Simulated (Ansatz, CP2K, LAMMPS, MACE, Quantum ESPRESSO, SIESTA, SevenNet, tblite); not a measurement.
**Quantum ESPRESSO on Li+ BF4- in gamma-butyrolactone and acetonitrile and diethyl carbonate at 360 K (102 atoms): settings compared**

How far do other settings of Quantum ESPRESSO move the forces in Li+ BF4- in gamma-butyrolactone and acetonitrile and diethyl carbonate at 360 K (102 atoms)? One run of the same program serves as the yardstick.

Calculated with Quantum ESPRESSO 7.5; the method is named at each step.

## (1) The structure

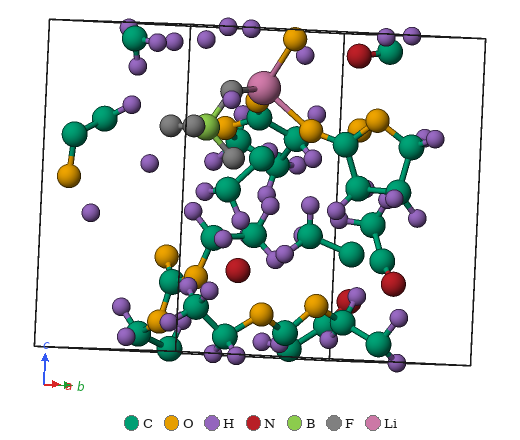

Start, viewed slightly off an axis; carbon teal, oxygen orange, hydrogen purple, nitrogen red, boron green, fluorine grey, lithium pink. Bonds to atoms that aren't drawn are left out. Some periodic images of atoms are drawn too.

The cell holds 102 atoms: 30 C, 12 O, 50 H, 4 N, 1 B, 4 F and 1 Li. Its edges and angles: a = 10.567 Å, b = 10.567 Å, c = 10.567 Å, α = 90.0°, β = 90.0°, γ = 90.0°. 3 gamma-butyrolactone, 4 acetonitrile, 2 diethyl carbonate, 1 Li+, 1 BF4- placed at random, at 1.06 g/cm³; overlaps pushed apart, then 10 ps at 550 K with stiff harmonic cages for PF6 and BF4 with UFF radii; Joung-Cheatham ions (J. Phys. Chem. B 112, 9020 (2008)); MMFF94 bonds, angles, torsions, charges and radii (Halgren, J. Comput. Chem. 17, 490 (1996)) in harmonic and 12-6 forms; charges of ions scaled by 0.8. Snapshot after 30 ps at 360 K and fixed volume.

The yardstick, on the same geometry:

* method: Kohn-Sham DFT, PBE, SSSP efficiency 1.3.0 pseudopotentials, plane waves (Quantum ESPRESSO 7.5); sssp-pbe-1.3.0-efficiency, cutoffs 60/480 Ry, Γ point
* r.m.s. force component: 1.014 eV/Å
* longest force: 3.788 eV/Å
* pressure: 2.816 GPa
* gap (highest filled to lowest empty level): 4.335 eV
* time: 2.6 min on 2 MPI ranks of Arm Neoverse V2, shared host
* CPU time: 5.2 min

## (2) PBE, gbrv-1.5, 40/200 Ry

Method: Kohn-Sham DFT, PBE, GBRV 1.5 ultrasoft pseudopotentials, plane waves.

pw.in

```
&control
  calculation = 'scf'
  pseudo_dir = './pseudo'
  outdir = './tmp'
  disk_io = 'none'
  tprnfor = .true.
  tstress = .true.
/
&system
  ibrav = 0
  nat = 102
  ntyp = 7
  ecutwfc = 40
  ecutrho = 200
  nosym = .true.
  occupations = 'smearing'
  smearing = 'fd'
  degauss = 0.003675
/
&electrons
  conv_thr = 5.1e-07
  electron_maxstep = 100
  mixing_beta = 0.4
  mixing_mode = 'plain'
  diagonalization = 'david'
/
ATOMIC_SPECIES
C 12.011 C.upf
O 15.999 O.upf
H 1.008 H.upf
N 14.007 N.upf
B 10.810 B.upf
F 18.998 F.upf
Li 6.940 Li.upf
CELL_PARAMETERS angstrom
10.56699 0.00000 0.00000
0.00000 10.56699 0.00000
0.00000 0.00000 10.56699
ATOMIC_POSITIONS crystal
C 0.08931 0.41457 0.01219
C 0.14601 0.27961 0.05319
O 0.27358 0.28756 0.09245
C 0.28707 0.31794 0.21519
O 0.20092 0.33737 0.29217
O 0.41157 0.33874 0.23287
C 0.45425 0.37166 0.35481
C 0.43811 0.51579 0.36926
H 0.00711 0.42183 0.95010
H 0.07456 0.46043 0.09976
H 0.16906 0.45296 0.96071
H 0.09039 0.24456 0.13283
H 0.12743 0.20909 0.98524
H 0.41251 0.31847 0.43356
H 0.55712 0.35521 0.35244
H 0.48665 0.56900 0.29705
H 0.34137 0.54388 0.36845
H 0.48051 0.54643 0.46108
C 0.75336 0.18022 0.14013
C 0.74701 0.28553 0.05404
O 0.76821 0.39601 0.12666
C 0.71484 0.50385 0.07363
O 0.66092 0.51784 0.97218
O 0.73012 0.59830 0.16070
C 0.68085 0.71359 0.11394
C 0.78100 0.79023 0.05261
H 0.66620 0.19205 0.20238
H 0.75462 0.09041 0.08921
H 0.84122 0.18104 0.19045
H 0.83268 0.28617 0.99645
H 0.65984 0.28988 0.99973
H 0.59149 0.71189 0.06075
H 0.65032 0.77208 0.19643
H 0.84502 0.73770 0.99026
H 0.74551 0.87226 0.99855
H 0.83934 0.82711 0.13537
O 0.15063 0.99501 0.70640
C 0.07744 0.06589 0.65232
C 0.03965 0.18331 0.70487
C 0.99441 0.26443 0.60085
C 0.96507 0.16864 0.50142
O 0.04862 0.06722 0.52451
H 0.97091 0.16456 0.77641
H 0.11585 0.23653 0.75110
H 0.92057 0.32252 0.62324
H 0.07105 0.32741 0.57458
H 0.86346 0.13940 0.49243
H 0.98406 0.20744 0.40894
O 0.38283 0.53314 0.78010
C 0.29132 0.58601 0.72948
C 0.28750 0.71724 0.66959
C 0.16959 0.71054 0.58854
C 0.09296 0.61413 0.65576
O 0.18508 0.52317 0.69325
H 0.26954 0.79030 0.74719
H 0.36898 0.73632 0.61158
[... 42 atom lines left out ...]
F 0.52283 0.17741 0.69005
F 0.66669 0.32538 0.59951
F 0.64802 0.31741 0.80370
Li 0.55068 0.47270 0.81886
K_POINTS gamma
```

Run with:

```sh
$ OMP_NUM_THREADS=1 mpirun -np 2 pw.x -in pw.in > output.txt
```

The log of the run:

```text
Program PWSCF
     gamma-point specific algorithms are used
     Parallelization info
     sticks:   dense  smooth     PW     G-vecs:    dense   smooth      PW
     Min        3174    2536    636               189982   136076   17024
     Max        3175    2537    637               189983   136077   17025
     Sum        6349    5073   1273               379965   272153   34049
     bravais-lattice index     =            0
     lattice parameter (alat)  =      19.9687  a.u.
     unit-cell volume          =    7962.5192 (a.u.)^3
     number of atoms/cell      =          102
     number of atomic types    =            7
     number of electrons       =       296.00
     number of Kohn-Sham states=          178
     kinetic-energy cutoff     =      40.0000  Ry
     charge density cutoff     =     200.0000  Ry
     scf convergence threshold =      5.1E-07
     mixing beta               =       0.4000
     number of iterations used =            8  plain     mixing
     Exchange-correlation=  SLA  PW   PBX  PBC
                           (   1   4   3   4   0   0   0)
     crystal axes: (cart. coord. in units of alat)
               a(1) = (   1.000000   0.000000   0.000000 )
               a(2) = (   0.000000   1.000000   0.000000 )
               a(3) = (   0.000000   0.000000   1.000000 )
     reciprocal axes: (cart. coord. in units 2 pi/alat)
               b(1) = (  1.000000  0.000000  0.000000 )
               b(2) = (  0.000000  1.000000  0.000000 )
               b(3) = (  0.000000  0.000000  1.000000 )
     PseudoPot. # 1 for C :
     Pseudo is Ultrasoft + core correction, Zval =  4.0
     PseudoPot. # 2 for O :
     Pseudo is Ultrasoft + core correction, Zval =  6.0
     PseudoPot. # 3 for H :
     Pseudo is Ultrasoft, Zval =  1.0
     PseudoPot. # 4 for N :
     Pseudo is Ultrasoft + core correction, Zval =  5.0
     PseudoPot. # 5 for B :
     Pseudo is Ultrasoft + core correction, Zval =  3.0
     PseudoPot. # 6 for F :
     Pseudo is Ultrasoft, Zval =  7.0
     PseudoPot. # 7 for Li:
     Pseudo is Ultrasoft, Zval =  3.0
     atomic species   valence    mass     pseudopotential
     C                 4.00    12.01100     C ( 1.00)
     O                 6.00    15.99900     O ( 1.00)
     H                 1.00     1.00800     H ( 1.00)
     N                 5.00    14.00700     N ( 1.00)
     B                 3.00    10.81000     B ( 1.00)
     F                 7.00    18.99800     F ( 1.00)
     Li                3.00     6.94000     Li( 1.00)
     No symmetry found
   Cartesian axes
     number of k points=     1  Fermi-Dirac smearing, width (Ry)=  0.0037
                       cart. coord. in units 2pi/alat
        k(    1) = (   0.0000000   0.0000000   0.0000000), wk =   2.0000000
     Dense  grid:   189983 G-vectors     FFT dimensions: (  90,  90,  90)
     Smooth grid:   136077 G-vectors     FFT dimensions: (  81,  81,  81)
     Initial potential from superposition of free atoms
     starting charge     295.5473, renormalised to     296.0000
     Starting wfcs are  259 randomized atomic wfcs
     Self-consistent Calculation
     iteration #  1     ecut=    40.00 Ry     beta= 0.40
     total energy              =   -1086.02503954 Ry
     estimated scf accuracy    <      11.28287444 Ry
     iteration #  2     ecut=    40.00 Ry     beta= 0.40
     total energy              =   -1087.11253831 Ry
     estimated scf accuracy    <       1.59189384 Ry
     iteration #  3     ecut=    40.00 Ry     beta= 0.40
     total energy              =   -1087.19269666 Ry
     estimated scf accuracy    <       0.45386582 Ry
     iteration #  4     ecut=    40.00 Ry     beta= 0.40
     total energy              =   -1087.21732523 Ry
     estimated scf accuracy    <       0.09099954 Ry
     iteration #  5     ecut=    40.00 Ry     beta= 0.40
     total energy              =   -1087.22476663 Ry
     estimated scf accuracy    <       0.00906538 Ry
     iteration #  6     ecut=    40.00 Ry     beta= 0.40
     total energy              =   -1087.22595795 Ry
     estimated scf accuracy    <       0.00150355 Ry
     iteration #  7     ecut=    40.00 Ry     beta= 0.40
     total energy              =   -1087.22611556 Ry
     estimated scf accuracy    <       0.00024988 Ry
     iteration #  8     ecut=    40.00 Ry     beta= 0.40
     total energy              =   -1087.22615459 Ry
     estimated scf accuracy    <       0.00003873 Ry
     iteration #  9     ecut=    40.00 Ry     beta= 0.40
     total energy              =   -1087.22615929 Ry
     estimated scf accuracy    <       0.00000716 Ry
     iteration # 10     ecut=    40.00 Ry     beta= 0.40
     total energy              =   -1087.22616057 Ry
     estimated scf accuracy    <       0.00000174 Ry
     iteration # 11     ecut=    40.00 Ry     beta= 0.40
     End of self-consistent calculation
          k = 0.0000 0.0000 0.0000 ( 17025 PWs)   bands (ev):
   -44.6447 -25.0892 -24.0344 -23.9871 -23.7777 -23.6425 -23.6139 -23.5536
   -23.0579 -22.9754 -21.9804 -21.9518 -21.4138 -21.3416 -21.1880 -21.1159
   -20.5982 -18.0375 -17.8899 -17.7822 -17.4242 -15.8778 -15.6967 -15.6083
   -15.0697 -14.8321 -14.4242 -14.0627 -14.0000 -13.9776 -13.9064 -13.8488
   -13.7714 -13.5059 -13.3315 -12.1683 -11.7813 -10.9671 -10.9385 -10.8988
   -10.8627 -10.2332  -9.7277  -9.4956  -9.3886  -9.3724  -9.3081  -8.8771
    -8.7627  -8.5587  -8.4830  -8.3875  -8.2825  -8.1614  -8.0130  -7.9888
    -7.9544  -7.8901  -7.8320  -7.7560  -7.6530  -7.5004  -7.3901  -7.3150
    -7.2827  -7.0657  -6.9908  -6.9254  -6.8631  -6.8402  -6.7312  -6.6823
    -6.6324  -6.6172  -6.4589  -6.4172  -6.3288  -6.2849  -6.1510  -6.1231
    -6.0803  -6.0612  -5.9535  -5.9268  -5.8943  -5.8501  -5.7750  -5.7373
    -5.6786  -5.4805  -5.4019  -5.3818  -5.3542  -5.1899  -5.1579  -5.0606
[...]
-2.7859  -2.6283  -2.5283  -2.4602  -2.4343  -2.4173  -2.3430  -2.2426
    -2.2310  -2.0214  -1.9444  -1.7205   2.6166   3.1081   3.1687   3.4619
     3.7498   3.8585   4.0349   4.1670   4.3185   4.3947   4.5636   4.5902
     4.6858   4.7220   4.7797   4.8794   4.9447   5.0004   5.0848   5.1285
     5.3812   5.4412   5.5315   5.6363   5.7346   5.7608   5.9044   6.0512
     6.0807   6.1710
     the Fermi energy is     0.1941 ev
!    total energy              =   -1087.22616067 Ry
     estimated scf accuracy    <       0.00000029 Ry
     smearing contrib. (-TS)   =       0.00000000 Ry
     internal energy E=F+TS    =   -1087.22616067 Ry
     The total energy is F=E-TS. E is the sum of the following terms:
     one-electron contribution =   -1168.93812040 Ry
     hartree contribution      =     675.72677851 Ry
     xc contribution           =    -297.41021902 Ry
     ewald contribution        =    -296.60459976 Ry
     convergence has been achieved in  11 iterations
     Forces acting on atoms (cartesian axes, Ry/au):
     atom    1 type  1   force =     0.07001120   -0.08316990   -0.00820660
     atom    2 type  1   force =    -0.10493748    0.06234399    0.02545983
     atom    3 type  2   force =     0.00417944   -0.00509410   -0.01636487
     atom    4 type  1   force =    -0.02721180    0.05204739    0.03957018
     atom    5 type  2   force =     0.04799294   -0.02329164   -0.02771641
     atom    6 type  2   force =    -0.01890375   -0.05016129   -0.03342870
     atom    7 type  1   force =     0.03309448    0.07425575    0.01933301
     atom    8 type  1   force =     0.03589614   -0.02393637    0.05985612
     atom    9 type  3   force =    -0.01188102   -0.02420111    0.00016562
     atom   10 type  3   force =    -0.01201976    0.04821454    0.04197881
     atom   11 type  3   force =     0.01446521    0.03287532   -0.01166337
     atom   12 type  3   force =    -0.00629086    0.00094459    0.01771739
[...]
atom   98 type  6   force =     0.01140470   -0.02921926    0.01452628
     atom   99 type  6   force =    -0.02481457    0.01341464   -0.01762739
     atom  100 type  6   force =    -0.02039071    0.05880487   -0.10339009
     atom  101 type  6   force =    -0.03136373    0.00962806    0.03275954
     atom  102 type  7   force =     0.02032982    0.01393852   -0.00218927
     Total force =     0.716244     Total SCF correction =     0.000987
     Computing stress (Cartesian axis) and pressure
          total   stress  (Ry/bohr**3)                   (kbar)     P=       32.25
   0.00018453   0.00005712  -0.00004105           27.15        8.40       -6.04
   0.00005712   0.00023178   0.00000505            8.40       34.10        0.74
  -0.00004105   0.00000505   0.00024134           -6.04        0.74       35.50
     Message from routine punch:
     Nothing written, as per user request (disk_io='none')
```

Wall time 72 s (2 MPI ranks of Arm Neoverse V2, shared host); peak memory 0.83 GiB; 2.4 min of CPU time.

Banners, paths, timers and routine set-up lines are dropped from the logs unmarked, and long logs keep their key lines alone; longer cuts are marked.

Compared with the plane-wave run:

```
r.m.s. force component                           : 1.053 eV/Å
r.m.s. difference of force components            : 103.1 meV/Å
longest difference of force vectors              : 469.1 meV/Å
force difference over r.m.s. force               : 10.17 %
slope of forces against the reference's          : 1.033
correlation of force components                  : 0.9957
gap (highest filled to lowest empty level) : 4.337 eV
gap difference                                   : 0.0019 eV
pressure                                         : 3.225 GPa
pressure difference                              : 0.409 GPa
```

Length of the force difference by element (eV/Å):

| element | atoms | mean | most |
| --- | --- | --- | --- |
| B | 1 | 0.0067 | 0.0067 |
| C | 30 | 0.20 | 0.47 |
| F | 4 | 0.0035 | 0.0053 |
| H | 50 | 0.14 | 0.29 |
| Li | 1 | 0.013 | 0.013 |
| N | 4 | 0.36 | 0.40 |
| O | 12 | 0.034 | 0.050 |

Levels nearest the highest filled one (eV from it): -1.07, -0.91, -0.81, -0.74, -0.71, -0.70, -0.62, -0.52, -0.51, -0.30, -0.22, 0.00, 4.34, 4.83, 4.89, 5.18, 5.47, 5.58, 5.76, 5.89, 6.04, 6.12, 6.28, 6.31.

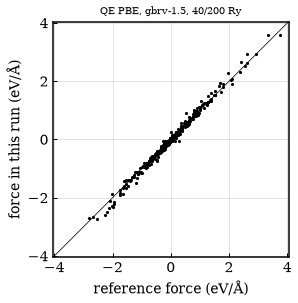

Force components against those of the reference; the line marks equality.

Local excerpt of 12 atoms (numbers count through the whole input) about B97, the only B atom; x, y, z are measured from there.

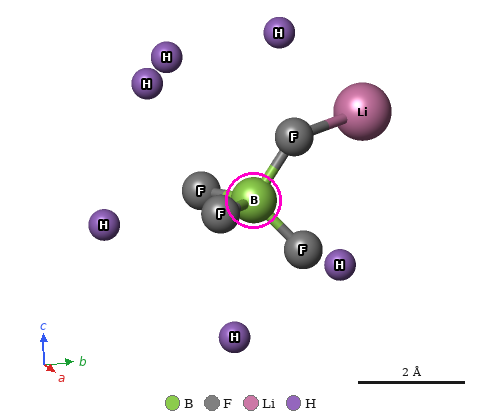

The atoms of the table, within 3.4 Å (arrows a, b, c point along x, y, z); some may hide others; the central atom is ringed.

| atom | x | y | z | distance (Å) | bonds | Fx | Fy | Fz (eV/Å) |
| --- | --- | --- | --- | --- | --- | --- | --- | --- |
| B97 | 0.00 | 0.00 | 0.00 | 0.00 | 4 | 1.27 | -1.38 | 1.27 |
| F100 | 0.32 | 0.87 | -0.96 | 1.34 | 1 | -0.52 | 1.51 | -2.66 |
| F99 | -1.20 | -0.70 | -0.01 | 1.39 | 1 | -0.64 | 0.34 | -0.45 |
| F98 | 1.05 | -0.95 | 0.01 | 1.42 | 1 | 0.29 | -0.75 | 0.37 |
| F101 | 0.12 | 0.78 | 1.19 | 1.43 | 2 | -0.81 | 0.25 | 0.84 |
| Li102 | -0.91 | 2.43 | 1.35 | 2.92 | 4 | 0.52 | 0.36 | -0.06 |
| H94 | -1.09 | -1.36 | 2.66 | 3.18 | 1 | 3.60 | 1.22 | -0.08 |
| H45 | 3.00 | 0.84 | -0.71 | 3.20 | 1 | -2.73 | 1.67 | 0.82 |
| H31 | 0.25 | 0.49 | 3.26 | 3.31 | 1 | -0.07 | 0.15 | -0.23 |
| H47 | 2.40 | -1.10 | -2.10 | 3.37 | 1 | 0.52 | -0.18 | 0.73 |
| H96 | -2.48 | -1.37 | 1.86 | 3.39 | 1 | -1.20 | 0.26 | -0.83 |
| H72 | 1.07 | -3.26 | -0.02 | 3.43 | 1 | 0.13 | 0.07 | -0.79 |

Forces lie 10 % from the reference's, at 0.46 times its CPU time.

## (3) PBE, dojo-0.4.1-standard, 80/320 Ry

Method: Kohn-Sham DFT, PBE, PseudoDojo 0.4.1 standard norm-conserving pseudopotentials, plane waves.

The pseudopotential files are exchanged too: ./pseudo now holds the set dojo-sr-pbe-0.4.1-standard.

Edit pw.in of step 2 so:

```diff
@@ -12,4 +12,4 @@
   ntyp = 7
-  ecutwfc = 40
-  ecutrho = 200
+  ecutwfc = 80
+  ecutrho = 320
   nosym = .true.
```

Run with:

```sh
$ OMP_NUM_THREADS=1 mpirun -np 4 pw.x -in pw.in > output.txt
```

The log of the run:

```text
[banner, memory and clock lines left out]
Program PWSCF
     gamma-point specific algorithms are used
     one sub-group per band group will be used
[... lines left out ...]
     total energy              =   -1117.58559479 Ry
[... lines left out ...]
     total energy              =   -1117.70838090 Ry
[... lines left out ...]
     total energy              =   -1117.73209008 Ry
[... lines left out ...]
     total energy              =   -1117.73209178 Ry
[... lines left out ...]
     the Fermi energy is     0.2044 ev
!    total energy              =   -1117.73209179 Ry
[... lines left out ...]
     The total energy is F=E-TS. E is the sum of the following terms:
[... lines left out ...]
     convergence has been achieved in  11 iterations
     Forces acting on atoms (cartesian axes, Ry/au):
     atom    1 type  1   force =     0.06941213   -0.07442300   -0.00752786
     atom    2 type  1   force =    -0.10836257    0.05205424    0.02490793
     atom    3 type  2   force =     0.00079619   -0.00386203   -0.01181937
[...]
atom  101 type  6   force =    -0.03147398    0.00667582    0.02861743
     atom  102 type  7   force =     0.02020824    0.01424431   -0.00245974
     Total force =     0.687090     Total SCF correction =     0.001026
     Computing stress (Cartesian axis) and pressure
          total   stress  (Ry/bohr**3)                   (kbar)     P=       24.70
   0.00012610   0.00005815  -0.00003927           18.55        8.55       -5.78
   0.00005815   0.00019022   0.00000162            8.55       27.98        0.24
  -0.00003927   0.00000162   0.00018747           -5.78        0.24       27.58
     Message from routine punch:
     Nothing written, as per user request (disk_io='none')
```

Wall time 67 s (4 MPI ranks); peak memory 1.9 GiB.

Numbers from this run, and their distance from the reference:

```yaml
r_m_s_force_component: 1.01 eV/Å
r_m_s_difference_of_force_components: 59.34 meV/Å
longest_difference_of_force_vectors: 317.6 meV/Å
force_difference_over_r_m_s_force: 5.85 %
slope_of_forces_against_the_reference_s: 0.9939
correlation_of_force_components: 0.9983
spacing_of_highest_filled_and_lowest_empty_level: 4.329 eV
gap_difference: -0.0058 eV
pressure: 2.47 GPa
pressure_difference: -0.3457 GPa
```

Against the first run (10 %), the force difference from the reference is 5.8 %, at 1.9 times the CPU time (on 4 against 2 cores).

The run ends at a pressure of 2.47 GPa, with forces up to 3.8 eV/Å.

## (4) Side by side

Differences are against the plane-wave reference, forces as r.m.s. over components; share is that over the reference's r.m.s. force, slope the least-squares factor from reference forces to these. Total energies of different programs have different zeros and aren't compared.

| run | Δ force, r.m.s. (meV/Å) | share (%) | slope | Δ pressure (GPa) | Δ gap (eV) | cores | CPU time | memory (GiB) |
| --- | --- | --- | --- | --- | --- | --- | --- | --- |
| reference | - | - | - | - | - | 2 | 5.2 min | 2.4 |
| QE PBE, gbrv-1.5, 40/200 Ry | 103 | 10.2 | 1.033 | 0.409 | 0.0019 | 2 | 2.4 min | 0.83 |
| QE PBE, dojo-0.4.1-standard, 80/320 Ry | 59.3 | 5.85 | 0.994 | -0.346 | -0.0058 | 4 | 4.5 min | 1.9 |

CPU time is summed over cores on a shared host, where runs went side by side, so it is rough. Symmetry, cutoffs, thresholds, outputs and thread counts weren't matched or tuned between programs; memory under MPI is the largest rank's times the ranks.

## (5) What came out

- nearest in forces: QE PBE, dojo-0.4.1-standard, 80/320 Ry, 5.8 %
- its CPU time: 4.5 min

What this shows: PBE on plane waves or a grid with other potentials, cutoffs or grids differs from the reference by 5.8 % (QE PBE, dojo-0.4.1-standard, 80/320 Ry) to 10 % (QE PBE, gbrv-1.5, 40/200 Ry) of the r.m.s. force; this holds the reference's own error, so differences of a few per cent don't tell which side is nearer the exact PBE result. One electronic-structure run takes under half the reference's CPU time: QE PBE, gbrv-1.5, 40/200 Ry, at 10 % in 2.4 min against 5.2 min. PBE gaps agree with the reference's 4.34 eV within 0.006 eV. The reference's pressure holds the uncorrected Pulay stress of its 60 Ry basis, so small pressure differences, and their order, may be the reference's own error. The network of contacts between molecules at the start is that of the classical potential that made the cell, and needn't be the one that DFT or experiment would give. The reference's PBE has no dispersion term, which matters for the binding between molecules or layers. The density was typed from a rule of thumb and may lie off the real one at this temperature. The electronic-structure runs sample only Γ, in a cell whose shortest periodic width is 11 Å.

[Also dropped from logs without a mark: logging warnings of Python, and SIESTA's first energy breakdown and zero terms.]

[Logs are printed without paths, hosts, clocks, repeated set-up lines and the standing remarks that a program may print on its own settings, such as how far it seeks lower states.]

[Hosts, paths, dates, database ids (printed as entryN), source tags and the programs' standing remarks are cut or masked in the printed files.]

[The MMFF94 radii named for the starting cell were scaled by 0.96; in molecules described by MMFF94, hydrogen bound to N, O or S took a small fixed 12-6 site in their place.]
